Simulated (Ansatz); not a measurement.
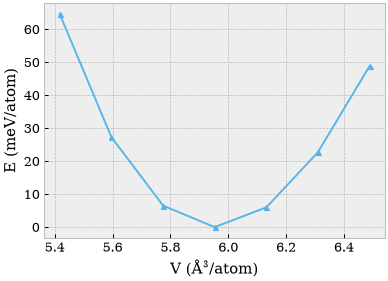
BN (zinc blende, F-43m) under volume change, the program Ansatz at the PBE level (PAW), scaled uniformly.

### Question
What does a third-order Birch–Murnaghan fit give for V₀, B₀ and B′?

### Answer
V₀ = 5.95 Å³/atom, B₀ = 371 GPa, B′ = 3.7.

The cell was relaxed with PBE under the symmetry of its start.

Potentials: the later of the program's two PAW sets.
